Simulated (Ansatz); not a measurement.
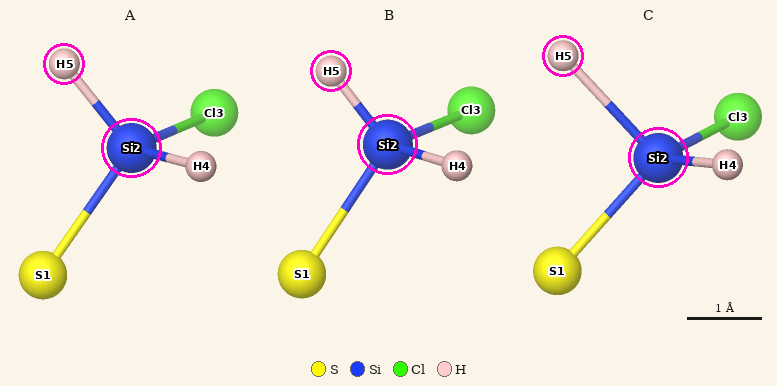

Energy scan for SiH2SCl (multiplicity 2), in which the Si2–H5 distance is varied, with all other coordinates relaxed. Style: ball-and-stick. Shown from a free direction. The ringed atoms are those of the scanned coordinate.

Computed with Ansatz: PBE0-D4, basis def2-TZVPP, on geometries relaxed under the constraint at PBE0-D4/def2-TZVP. Energies are counted from the PBE0-D4/def2-TZVP minimum geometry at the same level.

Question: Rank the frames from lowest to highest energy.

Answer: Lowest first: A (the distance 1.482 Å, 0.0 kJ/mol), B (the distance 1.274 Å, 51.0 kJ/mol), C (the distance 1.926 Å, 87.5 kJ/mol). Over the whole scan: the lowest computed point lies at the distance 1.482 Å (0.0 kJ/mol). The end points stand at 51.0 kJ/mol (1.274 Å) and 87.5 kJ/mol (1.926 Å). The curvature at the lowest point is about 18 eV/Å² (2.9 mdyn/Å). The well is steeper on the short side, as for any bond.
